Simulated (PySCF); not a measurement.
F$_{3}$HSi, SMILES `F[SiH](F)F`.

Method: PBE0/def2-TZVP; geometry: GFN2-xTB; program: PySCF. No frequency check shows the geometry to be a minimum. A basis without diffuse functions makes polarisabilities too small.

Cartesian coordinates (Å):

```
F1      -1.3966   -0.3952   -0.2571
Si2     -0.0000    0.0000    0.3676
F3       1.0406   -1.0118   -0.2571
F4       0.3560    1.4071   -0.2571
H5       0.0001   -0.0000    1.7954
```

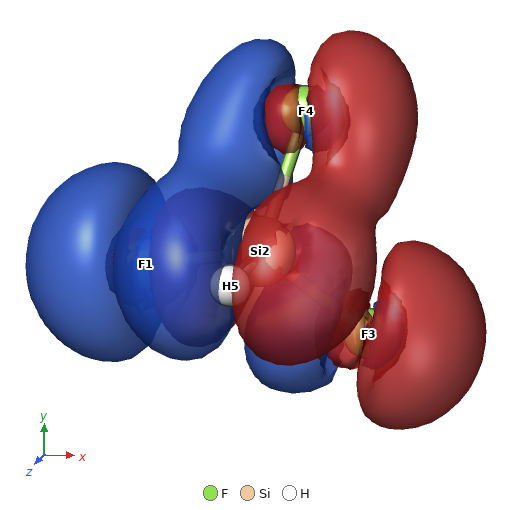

Change of the electron density in a uniform field of 0.21 V/Å, surfaces at ±0.0008 e/Å³ (blue: gain, red: loss).

Along which Cartesian direction does the field point?

Answer. Along +x: electrons gather on the −x side, against the field.

How large is the response?

Answer. The induced dipole is 0.21 D (along the field); α along this axis, from the fields in both directions, is 21 bohr³ (3.1 Å³).

Which atoms gain and lose the most charge?

Answer. Electrons gather most on F1 (Hirshfeld charge changes by −0.007 e) and leave F3 most (+0.005 e); 0.025 electrons are displaced in all.
